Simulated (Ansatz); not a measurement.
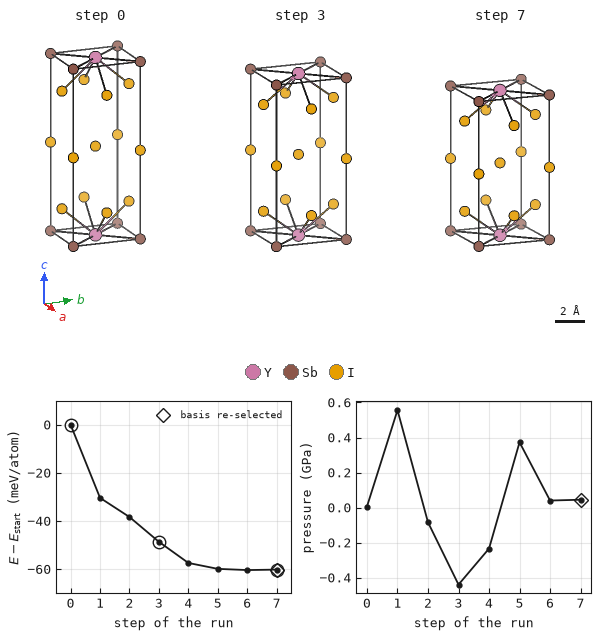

Frames of a relaxation of solid YSbI₆ (a generated structure, set up in Cmmm) (coarse preliminary run), marked on the history of the run. Style: ball-and-stick. Shown: the cell of the calculation, slightly off an axis.

These are results of DFT PBE, scalar-relativistic, plane waves, PAW in Ansatz 0.2.0, not measurements. (plane-wave cutoff 420 eV; k-point mesh 4 × 4 × 2; occupations gaussian; smearing width 0.1 eV; no spin polarisation; cell and atoms relaxed; force threshold 0.04 eV/Å; at most 70 steps)

Q: What happens along the run?

A: The energy falls by 60.2 meV per atom in 6 accepted moves (7 points after the start). Largest force component: 0.37 eV/Å at the start, 0.0092 eV/Å at the end. Pressure: 0.01 GPa at the start and 0.04 GPa at the end. At 1 point the geometry stayed and the basis and grid were re-selected for the new cell (energy shift of 0.2 meV per atom at most each time). The largest moves relative to the cell, 0.21 Å, are those of I atoms. Y and Sb stay in place. Cell: a = b 5.222 → 5.325 Å (+2.0 %), c 12.588 → 10.281 Å (−18.3 %), γ 99.7° → 91.7°. Volume −13.9 %. Some distances before and after: Sb–Y 3.366 → 3.708 Å, I–I 3.366 → 3.708 Å, Sb–Y 3.992 → 3.821 Å, I–Y 3.364 → 3.294 Å. Bond angles that change, for instance: Y–I–Y 101.8° → 107.8°. The space group stays Cmmm (No. 65). Cost: 6.8 min on 1 thread of Intel(R) Xeon(R) Processor @ 2.50GHz (Skylake/Cascade Lake) (shared host), peak memory 0.73 GiB. From step 0 to 3: I atoms move most (0.02 Å), volume −3.3 %, energy −48.6 meV per atom. From step 3 to 7: I atoms move most (0.19 Å), volume −10.9 %, energy −11.5 meV per atom.

| step | E − E(0), meV/atom | largest force component, eV/Å | pressure, GPa | volume, Å³/atom | note |
| --- | --- | --- | --- | --- | --- |
| 0 | 0.00 | 0.3726 | 0.01 | 42.286 |  |
| 1 | -30.39 | 0.1893 | 0.56 | 43.245 |  |
| 2 | -38.34 | 0.0427 | -0.08 | 42.856 |  |
| 3 | -48.64 | 0.0090 | -0.44 | 40.890 |  |
| 4 | -57.43 | 0.0177 | -0.23 | 38.368 |  |
| 5 | -59.88 | 0.0226 | 0.37 | 35.946 |  |
| 6 | -60.38 | 0.0092 | 0.04 | 36.418 |  |
| 7 | -60.19 | 0.0092 | 0.04 | 36.418 | same geometry, new basis |

Limits of the set-up: layers or molecules are held without a dispersion correction, so their spacing is unreliable.
